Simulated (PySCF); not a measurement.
# Si₃H₈O: electronic excitations at several levels of theory

How much do the electronic excitations of Si₃H₈O (`[SiH3]O[SiH2][SiH3]`) depend on the level of theory, and what does each level cost?

Programs: PySCF 2.14.0, with density-fitted response routines of our own. Each step states its level of theory. These are calculated values for one molecule in the gas phase, unless marked as measured. Atoms are numbered from 0 throughout.

### Step 1. The starting structure

12 atoms, charge 0, multiplicity 1; geometry from: GFN2-xTB. The atoms were then displaced at random by about 0.01 Å, so the start is not that level's minimum.

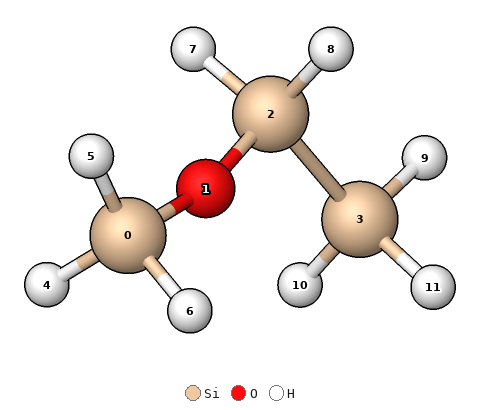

The starting geometry (silicon light orange, oxygen red, hydrogen white), atoms numbered.

### Step 2. Geometry optimisation at PBE0-D3(BJ)/def2-SVP

What the job is given:

```
{"job": {"xc": "PBE0", "basis": "def2-SVP", "d3": "d3bj", "grid": 1, "shake": 0.01, "kind": "geom"}, "charge": 0, "multiplicity": 1}
Si     2.406840     0.374040     0.118610
O      0.856100    -0.136000     0.104850
Si    -0.520340    -1.021680     0.106250
Si    -2.198480     0.458190    -0.236340
H      2.663450     0.825470    -1.263490
H      3.259760    -0.689940     0.524050
H      2.414740     1.501570     1.071600
H     -0.299040    -2.036850    -0.929090
H     -0.499060    -1.711990     1.427240
H     -3.518900    -0.258530    -0.217030
H     -2.181870     1.160620    -1.509860
H     -2.343510     1.506820     0.794210
```

Run with:

```console
> OMP_NUM_THREADS=1 python probes_run.py task.json out
```

This one command runs all jobs of the session in turn.

What it wrote:

```text
step   0  E = -947.77011377  max force = 0.030194
step   1  E = -947.78222655  max force = 0.009439
step   2  E = -947.78265666  max force = 0.003421
step   3  E = -947.78271112  max force = 0.000729
step   4  E = -947.78271894  max force = 0.000470
step   5  E = -947.78272942  max force = 0.000956
step   6  E = -947.78274074  max force = 0.001195
step   7  E = -947.78276250  max force = 0.001256
step   8  E = -947.78280947  max force = 0.001080
step   9  E = -947.78286207  max force = 0.001196
step  10  E = -947.78290659  max force = 0.001027
step  11  E = -947.78296077  max force = 0.000688
step  12  E = -947.78296343  max force = 0.000276
optimisation converged
```

It took 55 s on 1 thread of Arm Neoverse V1, shared host; peak memory 0.45 GiB.

Along the way:

```csv
step,energy from step 0 (eV),largest force component (eV/Å)
0,0.0000,1.5526
1,-0.3296,0.4854
2,-0.3413,0.1759
3,-0.3428,0.0375
4,-0.3430,0.0242
5,-0.3433,0.0492
6,-0.3436,0.0614
7,-0.3442,0.0646
8,-0.3455,0.0555
9,-0.3469,0.0615
10,-0.3481,0.0528
11,-0.3496,0.0354
12,-0.3497,0.0142
```

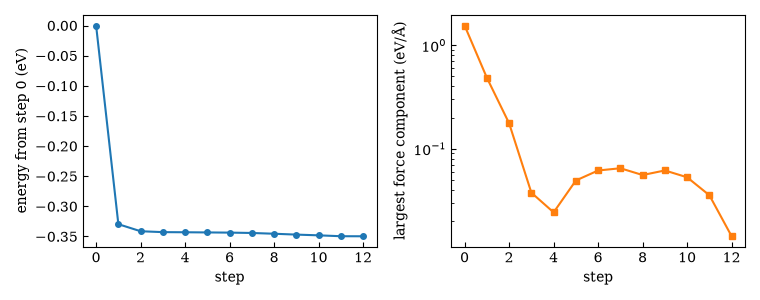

Energy and force, step by step.

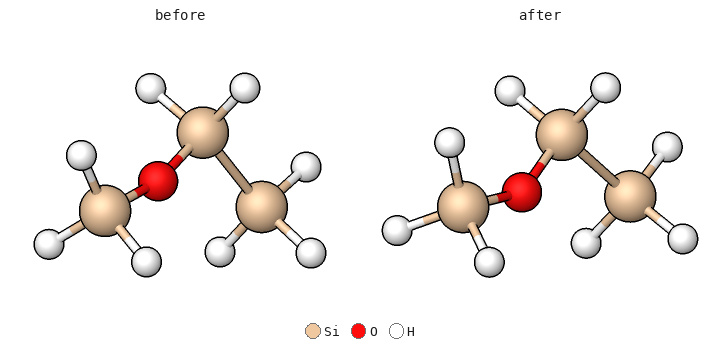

Before and after, at one scale.

Close pairs (by a distance rule), those that changed most:

```csv
bond,before (Å),after (Å),change (Å)
Si2–Si3,2.264,2.342,+0.078
Si0–H5,1.423,1.496,+0.073
Si3–H10,1.454,1.495,+0.041
Si2–H7,1.467,1.498,+0.031
O1–Si2,1.637,1.663,+0.026
Si0–O1,1.633,1.657,+0.024
Si3–H11,1.477,1.495,+0.018
Si0–H4,1.476,1.493,+0.016
```

The end geometry stands in the next job.

```csv
at the end point,value
point group (found at 0.08 Å tolerance),C1
"rotational constants (GHz, main isotopes)","9.632, 1.223, 1.129"
dipole moment (D),0.46
```

### Step 3. TDDFT and polarisability: PBE0/def2-TZVP

What the job is given:

```
{"job": {"kind": "uv", "xc": "PBE0", "basis": "def2-TZVP"}, "charge": 0, "multiplicity": 1}
Si     2.470643     0.404932     0.105056
O      0.827537     0.191854     0.103269
Si    -0.451027    -0.871048     0.105487
Si    -2.407332     0.375309    -0.214068
H      2.950578     0.651380    -1.286829
H      3.155637    -0.807267     0.651053
H      2.801451     1.583733     0.955116
H     -0.288620    -1.885104    -0.985138
H     -0.502893    -1.609510     1.406958
H     -3.594871    -0.535838    -0.229055
H     -2.346688     1.108638    -1.515831
H     -2.574866     1.364671     0.894613
```

Method: TDDFT PBE0/def2-TZVP, vertical, gas phase, core orbitals frozen in the response.

What it wrote:

```text
coarse grid: 10920 points
cycle   1  E = -948.0842007212  dE = -8.930e-02  |g| = 7.556e-01  |ddm| = 2.462e+00
cycle   2  E = -947.8332392326  dE =  2.510e-01  |g| = 1.359e+00  |ddm| = 1.097e+00
cycle   3  E = -948.1809506643  dE = -3.477e-01  |g| = 7.669e-02  |ddm| = 8.158e-01
cycle   4  E = -948.1821523755  dE = -1.202e-03  |g| = 2.181e-02  |ddm| = 7.226e-02
cycle   5  E = -948.1822578278  dE = -1.055e-04  |g| = 2.853e-03  |ddm| = 2.167e-02
cycle   6  E = -948.1822602278  dE = -2.400e-06  |g| = 8.380e-04  |ddm| = 3.447e-03
final grid: 89968 points
cycle   7  E = -948.1813927072  dE = -9.106e-06  |g| = 5.318e-03  |ddm| = 1.105e-02
cycle   8  E = -948.1813840274  dE =  8.680e-06  |g| = 8.740e-03  |ddm| = 6.705e-03
cycle   9  E = -948.1813973642  dE = -1.334e-05  |g| = 4.432e-04  |ddm| = 4.336e-03
cycle  10  E = -948.1813974010  dE = -3.678e-08  |g| = 7.044e-05  |ddm| = 3.281e-04
cycle  11  E = -948.1813974024  dE = -1.346e-09  |g| = 1.973e-05  |ddm| = 7.961e-05
cycle  12  E = -948.1813974025  dE = -9.959e-11  |g| = 2.492e-06  |ddm| = 1.819e-05
converged SCF energy = -948.1813974025

Static polarisability (au): isotropic 85.567, principal 75.936 80.672 100.092

Singlet excitations
state   eV       nm        f      main configurations
  1   6.1281    202.3   0.00968   H->L 0.97
  2   6.6853    185.5   0.00019   H-1->L 0.97
  3   7.1871    172.5   0.03030   H->L+1 0.93
  4   7.4270    166.9   0.00237   H-2->L 0.82, H->L+3 0.11
  5   7.7061    160.9   0.30584   H->L+2 0.78, H-1->L+1 0.12
  6   7.7424    160.1   0.00447   H-3->L 0.60, H->L+3 0.15, H-1->L+3 0.11
  7   7.7535    159.9   0.00413   H->L+3 0.58, H-3->L 0.15, H->L+4 0.10
  8   7.9898    155.2   0.00263   H->L+4 0.76, H->L+3 0.10
  9   8.0360    154.3   0.11551   H-1->L+1 0.80, H->L+2 0.08
 10   8.1711    151.7   0.00456   H-5->L 0.41, H-1->L+3 0.24, H-3->L 0.17

Triplet excitations (Tamm-Dancoff, eV): 5.4556 6.0976 6.3725 6.7915
```

Run time: 23 s. Hardware: 1 thread of Arm Neoverse V1, shared host; peak memory 0.79 GiB.

Frontier orbitals and where they lie:

| orbital | eV | atoms |
| --- | --- | --- |
| HOMO−3 | -9.61 | Si3 22 %, H11 13 %, H10 13 % |
| HOMO−2 | -9.32 | Si0 33 %, H5 23 %, O1 14 % |
| HOMO−1 | -8.69 | O1 30 %, Si2 17 %, Si0 17 % |
| HOMO | -8.02 | Si2 33 %, Si3 32 %, O1 13 % |
| LUMO | -0.58 | Si2 42 %, Si0 29 %, Si3 18 % |
| LUMO+1 | 0.34 | Si3 48 %, Si2 32 %, H11 5 % |
| LUMO+2 | 0.68 | Si3 48 %, Si2 28 %, Si0 9 % |

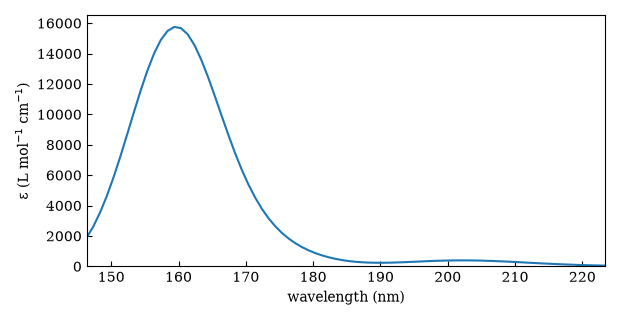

Absorption spectrum: each of the 10 states is a Gaussian band of 0.4 eV half-width at 1/e. Beyond the last state computed it falls off for lack of states.

Ground-state properties from the same run:

```csv
property,computed
dipole moment (D),0.33
polarisability (Å³),12.68
HOMO–LUMO gap (eV),7.43
−ε(HOMO) (eV),8.02
```

### Step 4. Ultraviolet spectrum: PBE0/aug-cc-pVDZ

Same as in step 3 but for these lines:

```diff
@@ -1,2 +1,2 @@
-{"job": {"kind": "uv", "xc": "PBE0", "basis": "def2-TZVP"}, "charge": 0, "multiplicity": 1}
+{"job": {"kind": "uv", "xc": "PBE0", "basis": "aug-cc-pVDZ"}, "charge": 0, "multiplicity": 1}
 Si     2.470643     0.404932     0.105056
```

Method: TDDFT PBE0/aug-cc-pVDZ, vertical, gas phase, core orbitals frozen in the response.

What it wrote:

```text
coarse grid: 10920 points
cycle   1  E = -947.9989021991  dE = -2.026e-02  |g| = 7.017e-01  |ddm| = 7.269e+00
cycle   2  E = -947.7550476678  dE =  2.439e-01  |g| = 1.299e+00  |ddm| = 2.848e+00
cycle   3  E = -948.0908988668  dE = -3.359e-01  |g| = 5.771e-02  |ddm| = 1.864e+00
cycle   4  E = -948.0917736666  dE = -8.748e-04  |g| = 1.895e-02  |ddm| = 2.738e-01
cycle   5  E = -948.0919153924  dE = -1.417e-04  |g| = 2.216e-03  |ddm| = 6.996e-02
cycle   6  E = -948.0919171519  dE = -1.760e-06  |g| = 6.360e-04  |ddm| = 8.459e-03
final grid: 89968 points
cycle   7  E = -948.1066493894  dE = -2.864e-06  |g| = 4.390e-03  |ddm| = 8.095e-02
cycle   8  E = -948.1066427537  dE =  6.636e-06  |g| = 7.355e-03  |ddm| = 1.714e-02
cycle   9  E = -948.1066528830  dE = -1.013e-05  |g| = 2.649e-04  |ddm| = 1.074e-02
cycle  10  E = -948.1066529049  dE = -2.192e-08  |g| = 2.646e-05  |ddm| = 8.446e-04
cycle  11  E = -948.1066529051  dE = -2.344e-10  |g| = 7.353e-06  |ddm| = 1.300e-04
converged SCF energy = -948.1066529051

Static polarisability (au): isotropic 91.593, principal 80.870 86.283 107.626

Singlet excitations
state   eV       nm        f      main configurations
  1   6.0749    204.1   0.00647   H->L 0.97
  2   6.5554    189.1   0.00035   H-1->L 0.98
  3   6.9461    178.5   0.00938   H->L+1 0.86, H->L+2 0.08
  4   7.1753    172.8   0.06141   H->L+3 0.72, H->L+2 0.10, H->L+4 0.10
  5   7.2042    172.1   0.31538   H->L+2 0.76
  6   7.3466    168.8   0.00026   H-2->L 0.83
  7   7.5590    164.0   0.07032   H-1->L+1 0.82
  8   7.5747    163.7   0.01418   H->L+4 0.64, H->L+3 0.11, H-1->L+1 0.09
  9   7.5917    163.3   0.00330   H->L+5 0.70, H->L+7 0.09
 10   7.6485    162.1   0.01491   H-1->L+2 0.44, H-3->L 0.38

Triplet excitations (Tamm-Dancoff, eV): 5.5233 6.2298 6.2663 6.5772
```

Run time: 22 s. Hardware: 1 thread of Arm Neoverse V1, shared host; peak memory 0.77 GiB.

This run: HOMO -7.99 eV, LUMO -0.67 eV; lowest singlet 6.07 eV.

### Step 5. Ultraviolet spectrum: PBE0/def2-TZVPD

Same as in step 4 but for these lines:

```diff
@@ -1,2 +1,2 @@
-{"job": {"kind": "uv", "xc": "PBE0", "basis": "aug-cc-pVDZ"}, "charge": 0, "multiplicity": 1}
+{"job": {"kind": "uv", "xc": "PBE0", "basis": "def2-TZVPD"}, "charge": 0, "multiplicity": 1}
 Si     2.470643     0.404932     0.105056
```

Method: TDDFT PBE0/def2-TZVPD, vertical, gas phase, core orbitals frozen in the response.

What it wrote:

```text
coarse grid: 10920 points
cycle   1  E = -948.0851229660  dE = -8.853e-02  |g| = 7.555e-01  |ddm| = 2.659e+00
cycle   2  E = -947.8286557285  dE =  2.565e-01  |g| = 1.368e+00  |ddm| = 1.004e+00
cycle   3  E = -948.1817974551  dE = -3.531e-01  |g| = 7.866e-02  |ddm| = 7.315e-01
cycle   4  E = -948.1830675572  dE = -1.270e-03  |g| = 2.246e-02  |ddm| = 8.552e-02
cycle   5  E = -948.1831799415  dE = -1.124e-04  |g| = 2.961e-03  |ddm| = 2.788e-02
cycle   6  E = -948.1831824995  dE = -2.558e-06  |g| = 8.740e-04  |ddm| = 4.530e-03
final grid: 89968 points
cycle   7  E = -948.1823197134  dE = -9.928e-06  |g| = 5.360e-03  |ddm| = 3.324e-02
cycle   8  E = -948.1823107712  dE =  8.942e-06  |g| = 8.849e-03  |ddm| = 7.117e-03
cycle   9  E = -948.1823244686  dE = -1.370e-05  |g| = 4.507e-04  |ddm| = 4.424e-03
cycle  10  E = -948.1823245070  dE = -3.838e-08  |g| = 7.258e-05  |ddm| = 4.524e-04
cycle  11  E = -948.1823245084  dE = -1.444e-09  |g| = 2.046e-05  |ddm| = 1.062e-04
cycle  12  E = -948.1823245085  dE = -1.121e-10  |g| = 2.613e-06  |ddm| = 2.404e-05
converged SCF energy = -948.1823245085

Static polarisability (au): isotropic 90.488, principal 79.985 85.301 106.179

Singlet excitations
state   eV       nm        f      main configurations
  1   6.0444    205.1   0.00803   H->L 0.97
  2   6.6021    187.8   0.00063   H-1->L 0.97
  3   7.0745    175.3   0.02989   H->L+2 0.87
  4   7.1051    174.5   0.00851   H->L+1 0.75, H->L+3 0.20
  5   7.3347    169.0   0.01083   H-2->L 0.82
  6   7.3547    168.6   0.35034   H->L+3 0.66, H->L+1 0.14
  7   7.6286    162.5   0.00046   H-3->L 0.67, H-1->L+3 0.10
  8   7.6996    161.0   0.01560   H->L+6 0.62, H->L+5 0.14
  9   7.7631    159.7   0.01037   H->L+4 0.60, H->L+6 0.20
 10   7.8273    158.4   0.07854   H-1->L+1 0.89

Triplet excitations (Tamm-Dancoff, eV): 5.4091 6.0353 6.2989 6.6309
```

It took 35 s on 1 thread of Arm Neoverse V1, shared host; peak memory 0.91 GiB.

Key values: HOMO -8.03 eV, LUMO -0.71 eV; lowest singlet 6.04 eV.

### Step 6. TDDFT and polarisability: PBE0/6-31+G*

Same as in step 5 but for these lines:

```diff
@@ -1,2 +1,2 @@
-{"job": {"kind": "uv", "xc": "PBE0", "basis": "def2-TZVPD"}, "charge": 0, "multiplicity": 1}
+{"job": {"kind": "uv", "xc": "PBE0", "basis": "6-31+G*"}, "charge": 0, "multiplicity": 1}
 Si     2.470643     0.404932     0.105056
```

With the program's defaults for keys left out, this is: TDDFT PBE0/6-31+G*, vertical, gas phase, core orbitals frozen in the response.

What it wrote:

```text
coarse grid: 10920 points
cycle   1  E = -948.0227196260  dE = -6.756e-02  |g| = 6.845e-01  |ddm| = 2.937e+00
cycle   2  E = -947.8008543039  dE =  2.219e-01  |g| = 1.249e+00  |ddm| = 1.432e+00
cycle   3  E = -948.1118370856  dE = -3.110e-01  |g| = 4.714e-02  |ddm| = 9.806e-01
cycle   4  E = -948.1124141300  dE = -5.770e-04  |g| = 1.556e-02  |ddm| = 1.168e-01
cycle   5  E = -948.1125090725  dE = -9.494e-05  |g| = 1.460e-03  |ddm| = 3.268e-02
cycle   6  E = -948.1125098019  dE = -7.294e-07  |g| = 4.603e-04  |ddm| = 3.836e-03
final grid: 89968 points
cycle   7  E = -948.0563542063  dE = -2.138e-06  |g| = 4.213e-03  |ddm| = 1.334e-02
cycle   8  E = -948.0563479487  dE =  6.258e-06  |g| = 7.089e-03  |ddm| = 7.615e-03
cycle   9  E = -948.0563575147  dE = -9.566e-06  |g| = 1.455e-04  |ddm| = 5.112e-03
cycle  10  E = -948.0563575209  dE = -6.256e-09  |g| = 3.066e-05  |ddm| = 3.757e-04
cycle  11  E = -948.0563575213  dE = -3.220e-10  |g| = 6.763e-06  |ddm| = 7.402e-05
converged SCF energy = -948.0563575213

Static polarisability (au): isotropic 79.761, principal 71.312 75.743 92.228

Singlet excitations
state   eV       nm        f      main configurations
  1   6.1491    201.6   0.00685   H->L 0.97
  2   6.6614    186.1   0.00027   H-1->L 0.98
  3   7.1683    173.0   0.01746   H->L+1 0.63, H->L+2 0.32
  4   7.3858    167.9   0.43892   H->L+2 0.62, H->L+1 0.32
  5   7.4406    166.6   0.00325   H-2->L 0.84
  6   7.5995    163.1   0.02263   H->L+4 0.82
  7   7.7670    159.6   0.00058   H-3->L 0.49, H-1->L+2 0.21
  8   7.8122    158.7   0.07381   H-1->L+1 0.85, H->L+3 0.08
  9   7.8305    158.3   0.01437   H->L+3 0.72
 10   7.9511    155.9   0.00578   H->L+5 0.86

Triplet excitations (Tamm-Dancoff, eV): 5.6339 6.3848 6.6220 6.6851
```

Run time: 9.8 s. Hardware: 1 thread of Arm Neoverse V1, shared host; peak memory 0.54 GiB.

Key values: HOMO -8.04 eV, LUMO -0.63 eV; lowest singlet 6.15 eV.

### Step 7. Side by side: electronic excitations

Excitations and ground-state properties, with basis size and wall time:

| run | lowest singlet (eV) | brightest (eV) | f | gap (eV) | α (Å³) | μ (D) | functions | time |
| --- | --- | --- | --- | --- | --- | --- | --- | --- |
| PBE0/def2-TZVP | 6.13 | 7.71 | 0.306 | 7.43 | 12.68 | 0.33 | 190 | 23 s |
| PBE0/aug-cc-pVDZ | 6.07 | 7.20 | 0.315 | 7.32 | 13.57 | 0.32 | 176 | 22 s |
| PBE0/def2-TZVPD | 6.04 | 7.35 | 0.350 | 7.32 | 13.41 | 0.32 | 241 | 35 s |
| PBE0/6-31+G* | 6.15 | 7.39 | 0.439 | 7.41 | 11.82 | 0.47 | 100 | 9.8 s |

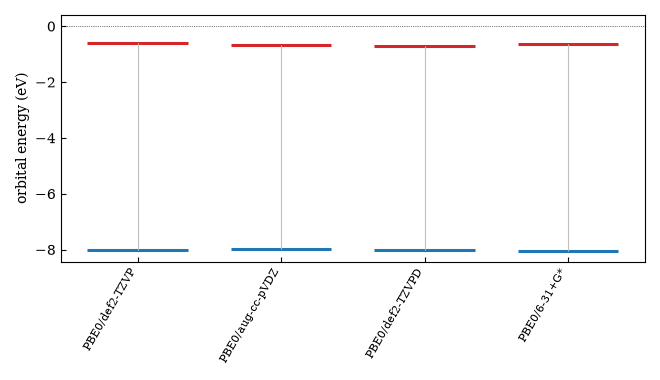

HOMO (blue) and LUMO (red) run by run.

### Step 8. Results

```
                                quantity                        value
                             point group                           C1
    rotational constants (main isotopes)         9.63, 1.22, 1.13 GHz
         lowest singlet (PBE0/def2-TZVP)  6.13 eV (202 nm), f = 0.010
brightest single state of those computed  state 5, 7.71 eV, f = 0.306
                          lowest triplet                      5.46 eV
             range of the lowest singlet              6.04 to 6.15 eV
```

In words: Single values in the summary come from the first run of each kind that ended normally (PBE0/def2-TZVP), which need not be the best level. Relaxing lowered the energy by 0.350 eV in 12 steps; the close pair that moved most is Si2–Si3, from 2.264 to 2.342 Å. The lowest singlet, at 6.13 eV, is HOMO→LUMO 0.97 and is weak; of the 10 states computed, the strongest absorption comes from state 5 at 7.71 eV. The lowest triplet lies 0.67 eV below the lowest singlet (triplets in Tamm-Dancoff, singlets in full TDDFT). The basis of PBE0/def2-TZVP has no diffuse functions, so Rydberg states are missing and the high states are unreliable. The lowest singlet runs from 6.04 eV (PBE0/def2-TZVPD) to 6.15 eV (PBE0/6-31+G*), while the orbital gap spans 7.32 to 7.43 eV. The lowest state need not be the same one in every run.
